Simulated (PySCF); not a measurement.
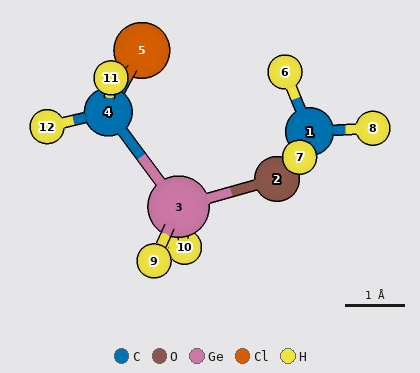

*The structure as given in the input (ball-and-stick view, seen at a tilt; atoms are numbered from 1 in the order of the input). Sticks mark near contacts.*

Bond lengths as drawn: C–Cl 1.78 Å, C–Ge 2.00 Å, C–H 1.09 Å, C–O 1.41 Å, Ge–H 1.49 to 1.52 Å and Ge–O 1.75 Å.

**Excited-state calculation of C₂H₇ClGeO**

The run: excited-state calculation of C₂H₇ClGeO, SMILES C[O][GeH2][CH2]Cl. Method and program: TDDFT PBE0/def2-SVPD, vertical, gas phase, core orbitals frozen in the response (PySCF 2.14.0).

The geometry comes from this level: GFN2-xTB.

**Input file**
```
{"job": {"kind": "uv", "xc": "PBE0", "basis": "def2-SVPD", "nstates": 6, "ntriplets": 2}, "charge": 0, "multiplicity": 1}
C     -1.883673     0.500437     0.008899
O     -1.140948    -0.676548     0.250760
Ge     0.455422    -1.059671    -0.343296
C      1.758904     0.373381     0.147348
Cl     1.711671     0.536863     1.915835
H     -1.381151     1.381263     0.416632
H     -2.057193     0.655588    -1.058967
H     -2.844623     0.378508     0.510359
H      0.422714    -1.222327    -1.854381
H      0.676214    -2.338701     0.390621
H      1.503727     1.341977    -0.279837
H      2.780135     0.128545    -0.129999
```

The first line tells a small driver script what to run in PySCF; the rest is the geometry in Å.

Run on 1 CPU thread, shared host.

Launched with:
```bash
OMP_NUM_THREADS=1 python <driver script> task.json out
```

**Output**
```
coarse grid: 46576 points
cycle   1  E = -2691.6520236906  dE = -2.590e-01  |g| = 7.434e-01  |ddm| = 4.239e+00
cycle   2  E = -2691.4196159177  dE =  2.324e-01  |g| = 1.319e+00  |ddm| = 2.151e+00
cycle   3  E = -2691.7473035089  dE = -3.277e-01  |g| = 1.377e-01  |ddm| = 1.440e+00
cycle   4  E = -2691.7503550408  dE = -3.052e-03  |g| = 4.422e-02  |ddm| = 1.802e-01
cycle   5  E = -2691.7506082653  dE = -2.532e-04  |g| = 7.448e-03  |ddm| = 5.519e-02
cycle   6  E = -2691.7506191360  dE = -1.087e-05  |g| = 2.634e-03  |ddm| = 1.351e-02
cycle   7  E = -2691.7506209300  dE = -1.794e-06  |g| = 6.500e-04  |ddm| = 3.971e-03
final grid: 96016 points
cycle   8  E = -2691.7505390426  dE =  5.119e-08  |g| = 8.745e-04  |ddm| = 4.535e-03
cycle   9  E = -2691.7505388283  dE =  2.144e-07  |g| = 1.252e-03  |ddm| = 2.601e-03
cycle  10  E = -2691.7505392356  dE = -4.073e-07  |g| = 6.053e-05  |ddm| = 1.572e-03
cycle  11  E = -2691.7505392361  dE = -5.948e-10  |g| = 1.117e-05  |ddm| = 7.741e-05
```

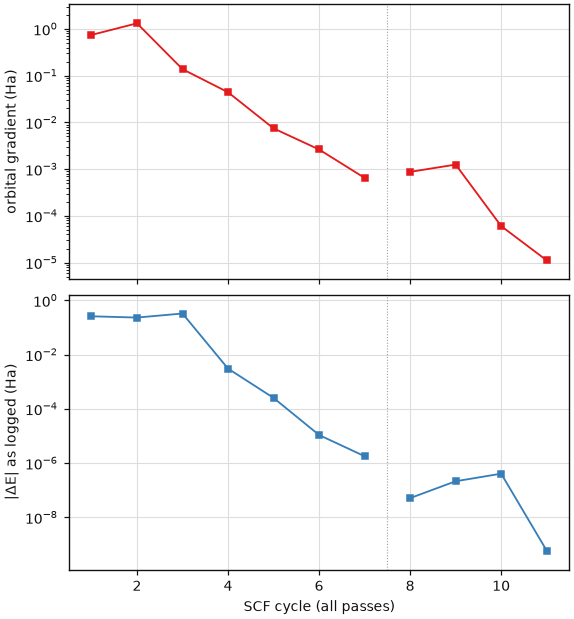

*Convergence of the self-consistent field: orbital gradient and size of the energy change against the SCF cycle. The dotted line marks the change from a coarse to the final integration grid.*

The first 7 cycles use a coarse grid, the final grid takes over at cycle 8, and the field converges after 11 cycles in all.

```
converged SCF energy = -2691.7505392361

Static polarisability (au): isotropic 72.664, principal 65.053 72.358 80.581

Singlet excitations
state   eV       nm        f      main configurations
  1   6.4599    191.9   0.01732   H->L 0.86
  2   6.6898    185.3   0.00583   H->L+1 0.72, H-1->L 0.12, H->L+2 0.09
  3   7.0435    176.0   0.01505   H-1->L 0.57, H->L+1 0.17
  4   7.1899    172.4   0.02056   H->L+2 0.40, H-2->L 0.28
  5   7.2152    171.8   0.00757   H-1->L+1 0.57, H-2->L 0.20, H-3->L 0.08
  6   7.2579    170.8   0.00837   H-2->L 0.29, H->L+2 0.21, H-1->L 0.18

Triplet excitations (Tamm-Dancoff, eV): 5.9070 6.3096
```

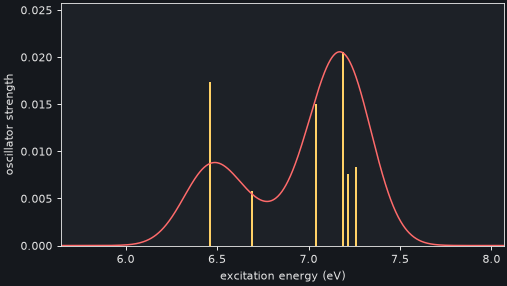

*Computed excitations as sticks (degenerate states added up, dark ones marked on the axis), with a Gaussian envelope of 0.35 eV full width at half maximum, scaled to the tallest.*

Of the 6 states the lowest lies at 6.46 eV (f = 0.017); the strongest line is at 7.19 eV, or 172 nm (f = 0.021).

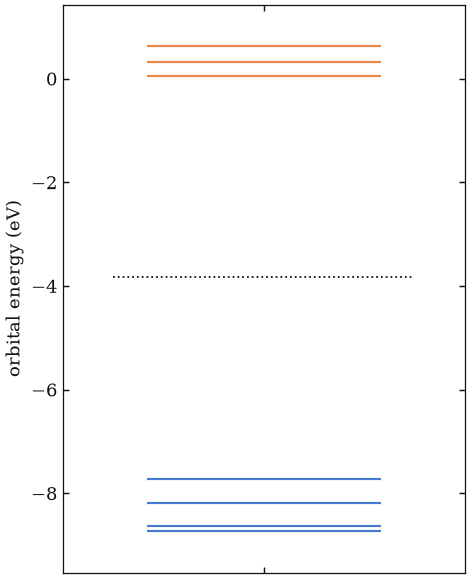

*Orbital energies near the frontier; the dotted line parts filled from empty levels, and levels within 0.02 eV of each other stand side by side.*

Highest filled −7.72 eV, lowest empty 0.05 eV, 7.77 eV apart.

**Key numbers**

| quantity | value |
| --- | --- |
| outcome | converged |
| total energy | −2691.750539 hartree |
| HOMO | −7.72 eV |
| LUMO | 0.05 eV |
| dipole moment | 2.44 D |
| mean polarisability | 72.66 a.u. |
| lowest singlet excitation | 6.46 eV |
| wall time | 34 s |
| peak memory | 0.72 GiB |

**Remarks**

Spin–orbit coupling is left out, which matters for the heavy atoms.
